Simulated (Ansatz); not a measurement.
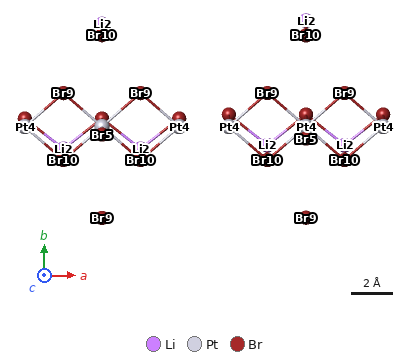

Two geometries of solid LiPtBr$_{3}$ (built on the NaFeF3-63 type type), drawn at one scale. One is the start of a relaxation, the other its converged end. Style: ball-and-stick. Shown: the atoms within 5.8 Å of the atom that moves most (axes of the conventional cell (2 times the calculation's cell)), along the c axis. Lengths and directions refer to the drawn axes.

All numbers below come from DFT, r2SCAN+rVV10, plane waves, PAW (Ansatz). (plane-wave cutoff 500 eV; k-point mesh 6 × 6 × 2; occupations fermi dirac; smearing width 0.03 eV; no spin polarisation; cell and atoms relaxed; force threshold 0.01 eV/Å; at most 120 steps)

Question: Which one is relaxed?

Answer: The right one is the relaxed one. The energy falls by 2.6 meV per atom in 6 accepted moves (7 points after the start). The largest force component goes from 0.21 to 0.0026 eV/Å. The pressure goes from 0.82 to 0.00 GPa. At 1 point the geometry stayed and the basis and grid were re-selected for the new cell (energy shift of less than 0.05 meV per atom at most each time). The largest moves relative to the cell, 0.20 Å, are those of Br atoms. Largest moves by element: Br 0.20 Å, Li 0.18 Å. Pt stays in place. The drawn cell changes as follows: a 3.807 → 3.806 Å (0.0 %), b 12.316 → 12.295 Å (−0.2 %), c 11.313 → 11.370 Å (+0.5 %); the volume changes by +0.3 %. Near-neighbour distances that change, for instance: Br–Pt 2.856 → 2.904 Å, Br–Li 2.659 → 2.619 Å, Br–Li 2.419 → 2.432 Å, Br–Pt 2.529 → 2.541 Å. Bond angles that change, for instance: Br–Li–Br 156.1° → 147.7°, Pt–Br–Pt 164.1° → 156.4°, Br–Li–Br 97.3° → 100.0°. The space group stays Cmcm (No. 63). The run took 2.5 min on 4 threads of Arm Neoverse V2, on a shared host, peak memory 2.1 GiB.
